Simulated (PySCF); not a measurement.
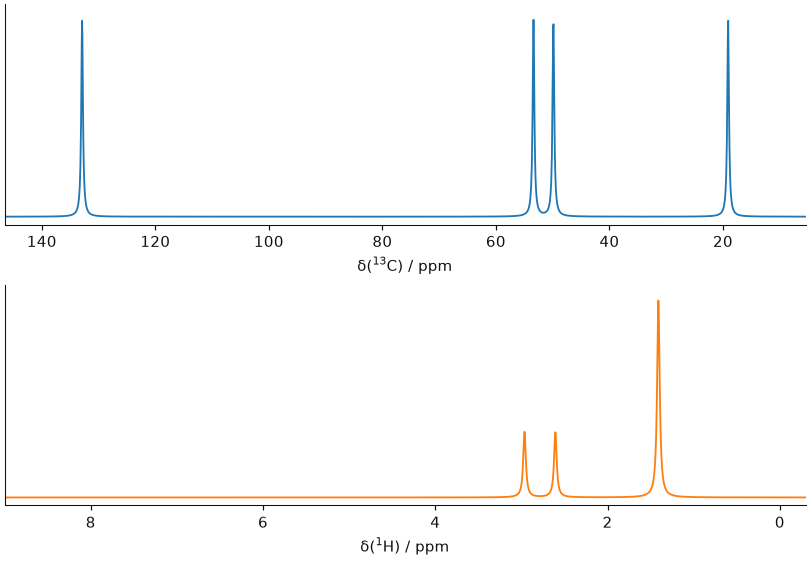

GIAO shifts, PBE0/pcSseg-1 in PySCF, at a GFN2-xTB geometry (no frequency check), against TMS for ¹³C and TMS for ¹H computed at the same level. Gas phase, fully decoupled, line heights follow the number of nuclei, widths are arbitrary (no quadrupolar broadening); values of one conformer, averaged over methyl-type rotors and exact or near symmetry.

Question: Which molecule was computed?
A. C₂H₇OPSi, SMILES O=[P@@H]1C[C@@H]1[SiH3]
B. C₄H₅F₃O, SMILES C[C@@H]1O[C@H]1C(F)(F)F
C. C₆H₃Cl₂F, SMILES F[C@@]12[C@H]3[C@@]4(Cl)[C@@H]1[C@@H]2[C@@]34Cl
D. C₃H₅N, SMILES CC1=NC1

Answer: Option B. Its ¹³C signals: 132.9 (1 C), 53.4 (1 C), 49.9 (1 C), 19.1 (1 C) ppm. Its ¹H signals: 2.96 (1 H), 2.61 (1 H), 1.41 (3 H) ppm.

Note: the tight-binding geometry is rougher than a DFT one and adds to the error.
